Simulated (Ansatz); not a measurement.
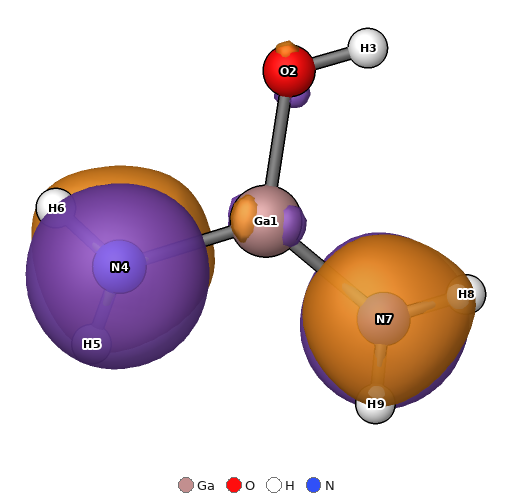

GaH5N2O. The HOMO at ±0.1 Å⁻³ᐟ² (orange and purple are the two phases), seen across its widest extent.

All numbers below come from RKS PBE0/def2-SVP in Ansatz.

Input file:

```
crystal:
  periodic: [false, false, false]
  atoms:
    - { symbol: Ga, position_ang: [0.0, 0.0, 0.0] }
    - { symbol: O, position_ang: [0.0, 0.0, 1.79] }
    - { symbol: H, position_ang: [-0.9095, -0.2814, 2.1271] }
    - { symbol: "N", position_ang: [1.6714, 0.0, -0.965] }
    - { symbol: H, position_ang: [2.138, -0.9179, -1.2168] }
    - { symbol: H, position_ang: [2.1227, 0.9179, -1.2432] }
    - { symbol: "N", position_ang: [-1.6714, 0.0, -0.965] }
    - { symbol: H, position_ang: [-2.3403, -0.8164, -0.8664] }
    - { symbol: H, position_ang: [-1.9204, 0.8164, -1.5936] }
basis:
  gaussian: { orbitals: def2-SVP }
hamiltonian:
  xc: pbe0
relax:
  f_tol: 0.02
  max_steps: 40
output:
  orbitals: {}
```

Command:

```sh
ansatz run input.yaml --threads 2 --pin off --max-ram 3072MiB --backend cpu --events-out ev --progress --plain --runs-dir out
```

The fields are those of the run's last geometry, not of the input's.

### Where does this orbital lie, and at what energy?

Its weight (Hirshfeld) is mainly on N4 (about 45 %), N7 (about 35 %) and Ga1 (about 10 %); largely a combination of lone pairs on N4 and N7. Its energy is −6.68 eV.
